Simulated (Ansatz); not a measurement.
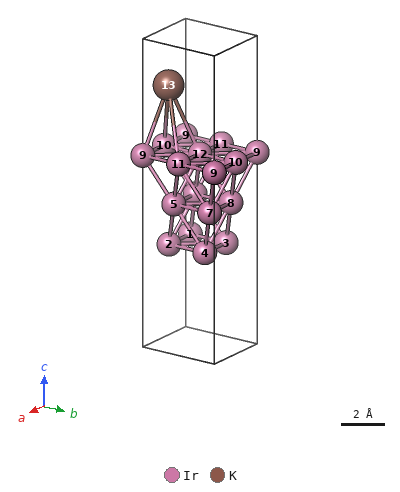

Figure 1. The starting structure (ball-and-stick view of the cell of the calculation, with the vacuum cut short, seen slightly off an axis; atoms are numbered from 1 in the order of the input). An atom can appear more than once, as a periodic image.

## KIr12: geometry relaxation (part 1 of 2)

System: KIr12 (slab, 13 atoms in the cell).
Method: DFT PBEsol, scalar-relativistic, plane waves, PAW, no spin polarisation (Ansatz 0.2.0).

The input holds or restrains some coordinates. Forces given for the steps count only the free coordinates. It belongs to a series of runs on one base structure; here: end point A relaxed. Figures and captions count atoms from 1; the log counts them from 0 in places.

### Input
```yaml
crystal:
  lattice:
    - [5.43058, 0.0, 0.0]
    - [2.71529, 4.70302, 0.0]
    - [0.0, 0.0, 15.43405]
  atoms:
    - { symbol: Ir, position: [0.1666667, 0.1666667, 0.0647918] }
    - { symbol: Ir, position: [0.6666667, 0.1666667, 0.0647918] }
    - { symbol: Ir, position: [0.1666667, 0.6666667, 0.0647918] }
    - { symbol: Ir, position: [0.6666667, 0.6666667, 0.0647918] }
    - { symbol: Ir, position: [-0.1666667, 0.3333333, 0.2084369] }
    - { symbol: Ir, position: [0.3333333, 0.3333333, 0.2084369] }
    - { symbol: Ir, position: [-0.1666667, 0.8333333, 0.2084369] }
    - { symbol: Ir, position: [0.3333333, 0.8333333, 0.2084369] }
    - { symbol: Ir, position: [0.0, 0.0, 0.3520819] }
    - { symbol: Ir, position: [0.5, 0.0, 0.3520819] }
    - { symbol: Ir, position: [0.0, 0.5, 0.3520819] }
    - { symbol: Ir, position: [0.5, 0.5, 0.3520819] }
    - { symbol: K, position: [0.7662851, 0.2198116, 0.5671907] }
basis:
  ecutwfc: 420.0
kpoints:
  mp_grid: { grid: [4, 4, 1] }
hamiltonian:
  xc: pbesol
scf:
  occupations: { method: gaussian, width: 0.1 }
  lower_state_search: "off"
relax:
  f_tol: 0.03
  max_steps: 60
  adjacent_minimum: "off"
  constraints: [{ sites: [0, 1, 2, 3] }]
```

Hardware: 4 threads of Intel Xeon (Granite Rapids), 16 GiB of memory available, shared host.

Command:
```bash
ansatz run input.yaml --threads 4 --pin off --max-ram 10240MiB --backend cpu --events-out ev --progress --plain --runs-dir out
```

### Output
```
Engine: ansatz 0.2.0, x86_64-unknown-linux-gnu
Pseudopotentials: kind: paw
Pseudopotential: Ir, paw, valence charge 17, recommended cutoff 420 eV (normal), Ir.paw.azcp
Pseudopotential: K, paw, valence charge 9, recommended cutoff 420 eV (normal), K.paw.azcp
Functional definition: PBEsol
  exchange = pbesol_x
  correlation = pbesol_c
Crystal: 13 atoms, lattice volume = 394.188 Å³
Basis set: ecut = 420 eV, 7677 PW (Γ), exchange–correlation on 80×80×216 points (8 copies of the dense FFT grid, shifted against one another)
Bands: 128, of which v1, the nominal top of the filled ones, is band 107 counted from 1 (106 counted from 0)
Symmetry: 1 space group operations
Space group: P1 (ITA 1), of the structure as read, at distance tolerance 7.3e-5 Å
k-points: 10 of 16 (time reversal used)
Non-local potential: Ir, projectors of the file, l = 0: 3, l = 1: 2, l = 2: 2, l = 3: 1
Non-local potential: K, projectors of the file, l = 0: 3, l = 1: 2, l = 2: 2
PAW form: soft (Blöchl's): semilocal exchange-correlation on the pseudo side does not see the compensation charge
PAW frozen core: Ir, regenerated for the run's functional, and the local potential with it (the file was generated under x = pbe(κ = 0.804, μ = 0.2195149727645171), c = pbe(β = 0.06672455060314922))
PAW frozen core: K, regenerated for the run's functional, and the local potential with it (the file was generated under x = pbe(κ = 0.804, μ = 0.2195149727645171), c = pbe(β = 0.06672455060314922))
PAW one-centre angular grid: Ir, 590 points (default); XC on 64 Gauss nodes
PAW one-centre angular grid: K, 110 points (default); XC on 64 Gauss nodes
Initial density: superposition of atomic densities (neutral atoms: chi_scale 0, normalization atom), corrected by the library's trained network
Initial wavefunctions: pseudopotential atomic-orbital guess
Functional: x = pbesol(κ = 0.804, μ = 0.12345679012345678), c = pbesol(β = 0.046)
SCF iter   1: F=—  HF=-143098.595803 eV  |F-HF|=—  |Δ(HF+E_count)|=         —  Δρ=3.72e-2  dr2=7.31e1  ethr=1.77e-3  ⟨swp⟩=7.2  Hψ=4977  notcnv=0  defer=10
preconditioner: auto → LDOS  [metal: Δε(μ)=0.055 eV  Ē_g=6.299 eV  σ=0.100 eV  W_gap=0.30  n_scr=108 (ndim 8)  ℏωp=20.1 eV  f_vac=0.428  D(μ)=16.77/eV (n_scr^D=138)  β→1.0]
SCF iter   2: F=—  HF=-143097.646936 eV  |F-HF|=—  |Δ(HF+E_count)|=   9.49e-1  Δρ=2.21e-2  dr2=1.01e1  ethr=1.77e-3  ⟨swp⟩=2.8  Hψ=2146  notcnv=0  defer=101
SCF iter   3: F=—  HF=-143096.986650 eV  |F-HF|=—  |Δ(HF+E_count)|=   6.60e-1  Δρ=6.82e-3  dr2=3.52e-1  ethr=1.77e-3  ⟨swp⟩=2.0  Hψ=1488  notcnv=0  defer=95
SCF iter   4: F=—  HF=-143096.973289 eV  |F-HF|=—  |Δ(HF+E_count)|=   1.34e-2  Δρ=1.03e-3  dr2=7.44e-3  ethr=1.65e-4  ⟨swp⟩=2.3  Hψ=1826  notcnv=0  defer=101
SCF iter   5: F=—  HF=-143096.974688 eV  |F-HF|=—  |Δ(HF+E_count)|=   1.40e-3  Δρ=3.65e-4  dr2=1.95e-3  ethr=3.49e-6  ⟨swp⟩=2.3  Hψ=1961  notcnv=0  defer=93
SCF iter   6: F=—  HF=-143096.975382 eV  |F-HF|=—  |Δ(HF+E_count)|=   6.94e-4  Δρ=2.00e-4  dr2=1.02e-3  ethr=9.13e-7  ⟨swp⟩=2.4  Hψ=1867  notcnv=0  defer=93
SCF iter   7: F=—  HF=-143096.975427 eV  |F-HF|=—  |Δ(HF+E_count)|=   4.43e-5  Δρ=1.23e-4  dr2=6.96e-4  ethr=4.80e-7  ⟨swp⟩=2.1  Hψ=1751  notcnv=0  defer=93
SCF iter   8: F=—  HF=-143096.975425 eV  |F-HF|=—  |Δ(HF+E_count)|=   2.08e-6  Δρ=6.84e-5  dr2=3.24e-4  ethr=3.27e-7  ⟨swp⟩=2.1  Hψ=1734  notcnv=0  defer=93
SCF iter   9: F=—  HF=-143096.975412 eV  |F-HF|=—  |Δ(HF+E_count)|=   1.23e-5  Δρ=3.68e-5  dr2=8.84e-5  ethr=1.52e-7  ⟨swp⟩=2.1  Hψ=1768  notcnv=0  defer=93
SCF iter  10: F=-143096.975393 eV  HF=-143096.975408 eV  |F-HF|=1.48e-5  |Δ(HF+E_count)|=   4.77e-6  Δρ=1.60e-5  dr2=1.83e-5  ethr=1.06e-8  ⟨swp⟩=3.7  Hψ=4237  notcnv=0
SCF 1 converged in 10 iterations: F = -143096.975393 eV  dr2 = 1.83e-5
  greatest PAW one-centre occupation: 1.000 electrons in one spin orbital (limit 2), on the Ir atom at site 4 (counted from 0), in its partial waves of l = 0
relax step   1: F+E_penalty+E_count = -143096.97539281 eV  Δ(F+E_penalty+E_count) = +0.000e0 eV  max|allowed force component| = 8.766e-1 eV/Å  Δτ_max = 0.0000 Å  (10 SCF iters, dr2 threshold 2.25e-5 eV, accepted)
Initial density: handed on by an earlier stage of this run
Initial wavefunctions: those handed on with the density
iter 1 solved again at ethr=6.33e-4 eV; its pass at ethr=3.10e-3 eV (dr2=1.35e0 eV) is discarded
SCF iter   1: F=—  HF=-143097.243452 eV  |F-HF|=—  |Δ(HF+E_count)|=         —  Δρ=8.82e-3  dr2=1.27e0  ethr=6.33e-4  ⟨swp⟩=1.3  Hψ=4492  notcnv=0  defer=92
preconditioner: auto → LDOS  [metal: Δε(μ)=0.102 eV  Ē_g=6.308 eV  σ=0.100 eV  W_gap=0.43  n_scr=108 (ndim 8)  ℏωp=20.1 eV  f_vac=0.430  D(μ)=20.41/eV (n_scr^D=188)  β→1.0]
SCF iter   2: F=—  HF=-143097.210586 eV  |F-HF|=—  |Δ(HF+E_count)|=   3.29e-2  Δρ=3.32e-3  dr2=1.16e-1  ethr=5.98e-4  ⟨swp⟩=3.0  Hψ=1864  notcnv=0  defer=92
SCF iter   3: F=—  HF=-143097.215834 eV  |F-HF|=—  |Δ(HF+E_count)|=   5.25e-3  Δρ=2.67e-3  dr2=9.49e-2  ethr=5.46e-5  ⟨swp⟩=2.0  Hψ=2227  notcnv=0  defer=92
SCF iter   4: F=—  HF=-143097.196821 eV  |F-HF|=—  |Δ(HF+E_count)|=   1.90e-2  Δρ=8.01e-4  dr2=7.83e-3  ethr=4.46e-5  ⟨swp⟩=2.0  Hψ=1848  notcnv=0  defer=92
SCF iter   5: F=—  HF=-143097.197166 eV  |F-HF|=—  |Δ(HF+E_count)|=   3.44e-4  Δρ=4.53e-4  dr2=2.74e-3  ethr=3.68e-6  ⟨swp⟩=2.5  Hψ=1947  notcnv=0  defer=90
SCF iter   6: F=—  HF=-143097.197068 eV  |F-HF|=—  |Δ(HF+E_count)|=   9.78e-5  Δρ=1.82e-4  dr2=6.74e-4  ethr=1.29e-6  ⟨swp⟩=1.4  Hψ=1228  notcnv=0  defer=90
SCF iter   7: F=-143097.197033 eV  HF=-143097.197047 eV  |F-HF|=1.33e-5  |Δ(HF+E_count)|=   2.09e-5  Δρ=4.29e-5  dr2=1.62e-5  ethr=2.25e-8  ⟨swp⟩=4.0  Hψ=5082  notcnv=0
SCF 2 converged in 7 iterations: F = -143097.197033 eV  dr2 = 1.62e-5
relax step   2: F+E_penalty+E_count = -143097.19703348 eV  Δ(F+E_penalty+E_count) = -2.216e-1 eV  max|allowed force component| = 7.954e-1 eV/Å  Δτ_max = 0.1949 Å  (7 SCF iters, dr2 threshold 4.80e-5 eV, accepted)
SCF iter   1: F=—  HF=-143097.345479 eV  |F-HF|=—  |Δ(HF+E_count)|=         —  Δρ=3.97e-3  dr2=4.28e-1  ethr=2.31e-3  ⟨swp⟩=5.0  Hψ=2499  notcnv=0  defer=91
preconditioner: auto → LDOS  [metal: Δε(μ)=0.028 eV  Ē_g=6.312 eV  σ=0.100 eV  W_gap=0.16  n_scr=108 (ndim 8)  ℏωp=20.1 eV  f_vac=0.431  D(μ)=20.38/eV (n_scr^D=188)  β→1.0]
SCF iter   2: F=—  HF=-143097.342841 eV  |F-HF|=—  |Δ(HF+E_count)|=   2.64e-3  Δρ=1.95e-3  dr2=6.28e-2  ethr=2.01e-4  ⟨swp⟩=2.4  Hψ=2170  notcnv=0  defer=95
SCF iter   3: F=—  HF=-143097.341175 eV  |F-HF|=—  |Δ(HF+E_count)|=   1.67e-3  Δρ=1.21e-3  dr2=1.81e-2  ethr=2.95e-5  ⟨swp⟩=2.0  Hψ=1833  notcnv=0  defer=95
SCF iter   4: F=—  HF=-143097.338544 eV  |F-HF|=—  |Δ(HF+E_count)|=   2.63e-3  Δρ=3.37e-4  dr2=1.30e-3  ethr=8.49e-6  ⟨swp⟩=2.0  Hψ=1861  notcnv=0  defer=95
SCF iter   5: F=—  HF=-143097.338437 eV  |F-HF|=—  |Δ(HF+E_count)|=   1.07e-4  Δρ=1.72e-4  dr2=2.94e-4  ethr=6.12e-7  ⟨swp⟩=2.1  Hψ=1762  notcnv=0  defer=95
SCF iter   6: F=—  HF=-143097.338434 eV  |F-HF|=—  |Δ(HF+E_count)|=   2.81e-6  Δρ=8.19e-5  dr2=1.19e-4  ethr=1.38e-7  ⟨swp⟩=2.3  Hψ=1588  notcnv=0  defer=95
SCF iter   7: F=-143097.338414 eV  HF=-143097.338427 eV  |F-HF|=1.30e-5  |Δ(HF+E_count)|=   7.19e-6  Δρ=2.98e-5  dr2=1.29e-5  ethr=1.86e-8  ⟨swp⟩=3.5  Hψ=4221  notcnv=0
SCF 3 converged in 7 iterations: F = -143097.338414 eV  dr2 = 1.29e-5
relax step   3: F+E_penalty+E_count = -143097.33841390 eV  Δ(F+E_penalty+E_count) = -1.414e-1 eV  max|allowed force component| = 5.180e-1 eV/Å  Δτ_max = 0.1956 Å  (7 SCF iters, dr2 threshold 3.95e-5 eV, accepted)
SCF iter   1: F=—  HF=-143097.398944 eV  |F-HF|=—  |Δ(HF+E_count)|=         —  Δρ=3.32e-3  dr2=2.32e-1  ethr=2.17e-3  ⟨swp⟩=4.9  Hψ=2527  notcnv=0  defer=96
preconditioner: auto → LDOS  [metal: Δε(μ)=0.026 eV  Ē_g=6.362 eV  σ=0.100 eV  W_gap=0.15  n_scr=108 (ndim 8)  ℏωp=20.1 eV  f_vac=0.434  D(μ)=20.19/eV (n_scr^D=188)  β→1.0]
SCF iter   2: F=—  HF=-143097.399570 eV  |F-HF|=—  |Δ(HF+E_count)|=   6.25e-4  Δρ=1.58e-3  dr2=3.55e-2  ethr=1.09e-4  ⟨swp⟩=2.1  Hψ=2171  notcnv=0  defer=95
SCF iter   3: F=—  HF=-143097.400983 eV  |F-HF|=—  |Δ(HF+E_count)|=   1.41e-3  Δρ=1.22e-3  dr2=1.51e-2  ethr=1.67e-5  ⟨swp⟩=2.1  Hψ=1834  notcnv=0  defer=95
SCF iter   4: F=—  HF=-143097.397511 eV  |F-HF|=—  |Δ(HF+E_count)|=   3.47e-3  Δρ=2.73e-4  dr2=1.03e-3  ethr=7.07e-6  ⟨swp⟩=2.3  Hψ=1850  notcnv=0  defer=95
SCF iter   5: F=—  HF=-143097.397375 eV  |F-HF|=—  |Δ(HF+E_count)|=   1.36e-4  Δρ=1.15e-4  dr2=1.15e-4  ethr=4.84e-7  ⟨swp⟩=2.1  Hψ=1763  notcnv=0  defer=95
SCF iter   6: F=-143097.397320 eV  HF=-143097.397369 eV  |F-HF|=4.91e-5  |Δ(HF+E_count)|=   6.18e-6  Δρ=5.74e-5  dr2=5.07e-5  ethr=4.69e-8  ⟨swp⟩=3.0  Hψ=4673  notcnv=0
SCF 4 converged in 6 iterations: F = -143097.397320 eV  dr2 = 5.07e-5
  greatest PAW one-centre occupation: 1.000 electrons in one spin orbital (limit 2), on the Ir atom at site 7 (counted from 0), in its partial waves of l = 0
relax step   4: F+E_penalty+E_count = -143097.39731958 eV  Δ(F+E_penalty+E_count) = -5.891e-2 eV  max|allowed force component| = 1.793e-1 eV/Å  Δτ_max = 0.2000 Å  (6 SCF iters, dr2 threshold 1.00e-4 eV, accepted)
SCF iter   1: F=—  HF=-143097.404310 eV  |F-HF|=—  |Δ(HF+E_count)|=         —  Δρ=1.43e-3  dr2=2.97e-2  ethr=4.13e-4  ⟨swp⟩=4.2  Hψ=2554  notcnv=0  defer=96
preconditioner: auto → LDOS  [metal: Δε(μ)=0.023 eV  Ē_g=6.358 eV  σ=0.100 eV  W_gap=0.13  n_scr=108 (ndim 8)  ℏωp=20.1 eV  f_vac=0.436  D(μ)=20.37/eV (n_scr^D=188)  β→1.0]
SCF iter   2: F=—  HF=-143097.404517 eV  |F-HF|=—  |Δ(HF+E_count)|=   2.07e-4  Δρ=6.20e-4  dr2=5.73e-3  ethr=1.40e-5  ⟨swp⟩=2.1  Hψ=2159  notcnv=0  defer=94
SCF iter   3: F=—  HF=-143097.404653 eV  |F-HF|=—  |Δ(HF+E_count)|=   1.36e-4  Δρ=4.78e-4  dr2=2.26e-3  ethr=2.69e-6  ⟨swp⟩=2.0  Hψ=1767  notcnv=0  defer=94
SCF iter   4: F=—  HF=-143097.405052 eV  |F-HF|=—  |Δ(HF+E_count)|=   4.00e-4  Δρ=1.33e-4  dr2=1.67e-4  ethr=1.06e-6  ⟨swp⟩=2.0  Hψ=1769  notcnv=0  defer=94
SCF iter   5: F=—  HF=-143097.405018 eV  |F-HF|=—  |Δ(HF+E_count)|=   3.45e-5  Δρ=5.45e-5  dr2=2.96e-5  ethr=7.85e-8  ⟨swp⟩=3.1  Hψ=2233  notcnv=0  defer=94
SCF iter   6: F=—  HF=-143097.405017 eV  |F-HF|=—  |Δ(HF+E_count)|=   1.17e-6  Δρ=2.87e-5  dr2=1.17e-5  ethr=1.39e-8  ⟨swp⟩=2.2  Hψ=1607  notcnv=0  defer=94
SCF iter   7: F=-143097.405015 eV  HF=-143097.405016 eV  |F-HF|=1.23e-6  |Δ(HF+E_count)|=   6.83e-7  Δρ=9.57e-6  dr2=1.27e-6  ethr=1.81e-9  ⟨swp⟩=3.5  Hψ=4222  notcnv=0
SCF 5 converged in 7 iterations: F = -143097.405015 eV  dr2 = 1.27e-6
relax step   5: F+E_penalty+E_count = -143097.40501493 eV  Δ(F+E_penalty+E_count) = -7.695e-3 eV  max|allowed force component| = 4.625e-2 eV/Å  Δτ_max = 0.1248 Å  (7 SCF iters, dr2 threshold 3.85e-6 eV, accepted)
SCF iter   1: F=—  HF=-143097.406122 eV  |F-HF|=—  |Δ(HF+E_count)|=         —  Δρ=1.47e-3  dr2=1.18e-2  ethr=3.54e-4  ⟨swp⟩=5.0  Hψ=2990  notcnv=0  defer=95
preconditioner: auto → LDOS  [metal: Δε(μ)=0.018 eV  Ē_g=6.363 eV  σ=0.100 eV  W_gap=0.10  n_scr=108 (ndim 8)  ℏωp=20.1 eV  f_vac=0.436  D(μ)=20.52/eV (n_scr^D=188)  β→1.0]
SCF iter   2: F=—  HF=-143097.408816 eV  |F-HF|=—  |Δ(HF+E_count)|=   2.69e-3  Δρ=8.53e-4  dr2=8.32e-3  ethr=5.54e-6  ⟨swp⟩=2.1  Hψ=2244  notcnv=0  defer=94
SCF iter   3: F=—  HF=-143097.408145 eV  |F-HF|=—  |Δ(HF+E_count)|=   6.72e-4  Δρ=3.35e-4  dr2=2.40e-3  ethr=3.91e-6  ⟨swp⟩=2.0  Hψ=1751  notcnv=0  defer=94
SCF iter   4: F=—  HF=-143097.408125 eV  |F-HF|=—  |Δ(HF+E_count)|=   1.98e-5  Δρ=2.16e-4  dr2=5.84e-4  ethr=1.13e-6  ⟨swp⟩=2.0  Hψ=1756  notcnv=0  defer=94
SCF iter   5: F=—  HF=-143097.408033 eV  |F-HF|=—  |Δ(HF+E_count)|=   9.16e-5  Δρ=7.70e-5  dr2=6.82e-5  ethr=2.74e-7  ⟨swp⟩=2.0  Hψ=1796  notcnv=0  defer=94
SCF iter   6: F=—  HF=-143097.408937 eV  |F-HF|=—  |Δ(HF+E_count)|=   9.04e-4  Δρ=3.06e-5  dr2=1.22e-5  ethr=3.20e-8  ⟨swp⟩=3.0  Hψ=2151  notcnv=0  defer=94
SCF iter   7: F=—  HF=-143097.408936 eV  |F-HF|=—  |Δ(HF+E_count)|=   3.22e-7  Δρ=1.55e-5  dr2=2.87e-6  ethr=5.73e-9  ⟨swp⟩=2.1  Hψ=1665  notcnv=0  defer=94
SCF iter   8: F=—  HF=-143097.408936 eV  |F-HF|=—  |Δ(HF+E_count)|=   2.76e-7  Δρ=5.24e-6  dr2=2.50e-7  ethr=1.35e-9  ⟨swp⟩=2.0  Hψ=1662  notcnv=0  defer=94
SCF iter   9: F=-143097.408936 eV  HF=-143097.408936 eV  |F-HF|=2.92e-8  |Δ(HF+E_count)|=   1.82e-8  Δρ=1.76e-6  dr2=3.21e-8  ethr=4.69e-11  ⟨swp⟩=4.8  Hψ=4225  notcnv=0
SCF 6 converged in 9 iterations: F = -143097.408936 eV  dr2 = 3.21e-8
relax step   6: F+E_penalty+E_count = -143097.40893608 eV  Δ(F+E_penalty+E_count) = -3.921e-3 eV  max|allowed force component| = 1.700e-2 eV/Å  Δτ_max = 0.2000 Å  (9 SCF iters, accepted)
SCF iter   1: F=—  HF=-143097.409278 eV  |F-HF|=—  |Δ(HF+E_count)|=         —  Δρ=8.98e-4  dr2=5.38e-3  ethr=2.12e-5  ⟨swp⟩=5.6  Hψ=3327  notcnv=0  defer=94
preconditioner: auto → LDOS  [metal: Δε(μ)=0.014 eV  Ē_g=6.361 eV  σ=0.100 eV  W_gap=0.08  n_scr=108 (ndim 8)  ℏωp=20.1 eV  f_vac=0.437  D(μ)=20.50/eV (n_scr^D=188)  β→1.0]
SCF iter   2: F=—  HF=-143097.410229 eV  |F-HF|=—  |Δ(HF+E_count)|=   9.51e-4  Δρ=4.32e-4  dr2=1.79e-3  ethr=2.52e-6  ⟨swp⟩=2.1  Hψ=2131  notcnv=0  defer=94
SCF iter   3: F=—  HF=-143097.410177 eV  |F-HF|=—  |Δ(HF+E_count)|=   5.24e-5  Δρ=2.57e-4  dr2=6.11e-4  ethr=8.40e-7  ⟨swp⟩=2.0  Hψ=1829  notcnv=0  defer=94
SCF iter   4: F=—  HF=-143097.410061 eV  |F-HF|=—  |Δ(HF+E_count)|=   1.15e-4  Δρ=8.88e-5  dr2=8.37e-5  ethr=2.87e-7  ⟨swp⟩=2.3  Hψ=2014  notcnv=0  defer=94
SCF iter   5: F=—  HF=-143097.410959 eV  |F-HF|=—  |Δ(HF+E_count)|=   8.98e-4  Δρ=3.20e-5  dr2=8.25e-6  ethr=3.93e-8  ⟨swp⟩=2.8  Hψ=2060  notcnv=0  defer=94
SCF iter   6: F=—  HF=-143097.410958 eV  |F-HF|=—  |Δ(HF+E_count)|=   6.42e-7  Δρ=1.58e-5  dr2=2.31e-6  ethr=3.87e-9  ⟨swp⟩=2.0  Hψ=1766  notcnv=0  defer=94
SCF iter   7: F=—  HF=-143097.410958 eV  |F-HF|=—  |Δ(HF+E_count)|=   1.33e-7  Δρ=7.61e-6  dr2=7.09e-7  ethr=1.08e-9  ⟨swp⟩=2.1  Hψ=1739  notcnv=0  defer=94
SCF iter   8: F=-143097.410958 eV  HF=-143097.410958 eV  |F-HF|=6.56e-8  |Δ(HF+E_count)|=   6.55e-8  Δρ=2.41e-6  dr2=7.21e-8  ethr=4.69e-11  ⟨swp⟩=3.9  Hψ=4746  notcnv=0
SCF 7 converged in 8 iterations: F = -143097.410958 eV  dr2 = 7.21e-8
relax step   7: F+E_penalty+E_count = -143097.41095819 eV  Δ(F+E_penalty+E_count) = -2.022e-3 eV  max|allowed force component| = 5.400e-2 eV/Å  Δτ_max = 0.1236 Å  (8 SCF iters, accepted)
SCF iter   1: F=—  HF=-143097.413436 eV  |F-HF|=—  |Δ(HF+E_count)|=         —  Δρ=1.59e-3  dr2=1.58e-2  ethr=4.84e-5  ⟨swp⟩=6.6  Hψ=3496  notcnv=0  defer=95
preconditioner: auto → LDOS  [metal: Δε(μ)=0.018 eV  Ē_g=6.361 eV  σ=0.100 eV  W_gap=0.10  n_scr=108 (ndim 8)  ℏωp=20.1 eV  f_vac=0.437  D(μ)=20.64/eV (n_scr^D=188)  β→1.0]
SCF iter   2: F=—  HF=-143097.414386 eV  |F-HF|=—  |Δ(HF+E_count)|=   9.50e-4  Δρ=6.99e-4  dr2=2.70e-3  ethr=7.44e-6  ⟨swp⟩=2.1  Hψ=2114  notcnv=0  defer=94
SCF iter   3: F=—  HF=-143097.414181 eV  |F-HF|=—  |Δ(HF+E_count)|=   2.05e-4  Δρ=3.75e-4  dr2=1.07e-3  ethr=1.27e-6  ⟨swp⟩=2.0  Hψ=1870  notcnv=0  defer=94
SCF iter   4: F=—  HF=-143097.413954 eV  |F-HF|=—  |Δ(HF+E_count)|=   2.26e-4  Δρ=1.67e-4  dr2=1.46e-4  ethr=5.05e-7  ⟨swp⟩=2.0  Hψ=1739  notcnv=0  defer=94
SCF iter   5: F=—  HF=-143097.413920 eV  |F-HF|=—  |Δ(HF+E_count)|=   3.39e-5  Δρ=6.32e-5  dr2=3.70e-5  ethr=6.87e-8  ⟨swp⟩=2.0  Hψ=1763  notcnv=0  defer=94
SCF iter   6: F=—  HF=-143097.414849 eV  |F-HF|=—  |Δ(HF+E_count)|=   9.28e-4  Δρ=1.83e-5  dr2=3.29e-6  ethr=1.74e-8  ⟨swp⟩=2.0  Hψ=1723  notcnv=0  defer=94
SCF iter   7: F=—  HF=-143097.414848 eV  |F-HF|=—  |Δ(HF+E_count)|=   4.61e-7  Δρ=9.09e-6  dr2=7.82e-7  ethr=1.54e-9  ⟨swp⟩=2.0  Hψ=1763  notcnv=0  defer=94
SCF iter   8: F=—  HF=-143097.414848 eV  |F-HF|=—  |Δ(HF+E_count)|=   9.05e-9  Δρ=4.08e-6  dr2=1.62e-7  ethr=3.67e-10  ⟨swp⟩=2.1  Hψ=1767  notcnv=0  defer=94
SCF iter   9: F=-143097.414848 eV  HF=-143097.414848 eV  |F-HF|=1.66e-8  |Δ(HF+E_count)|=   1.82e-8  Δρ=1.75e-6  dr2=1.83e-8  ethr=4.69e-11  ⟨swp⟩=5.0  Hψ=4409  notcnv=0
SCF 8 converged in 9 iterations: F = -143097.414848 eV  dr2 = 1.83e-8
relax step   8: F+E_penalty+E_count = -143097.41484822 eV  Δ(F+E_penalty+E_count) = -3.890e-3 eV  max|allowed force component| = 1.385e-2 eV/Å  Δτ_max = 0.1708 Å  (9 SCF iters, accepted)
```
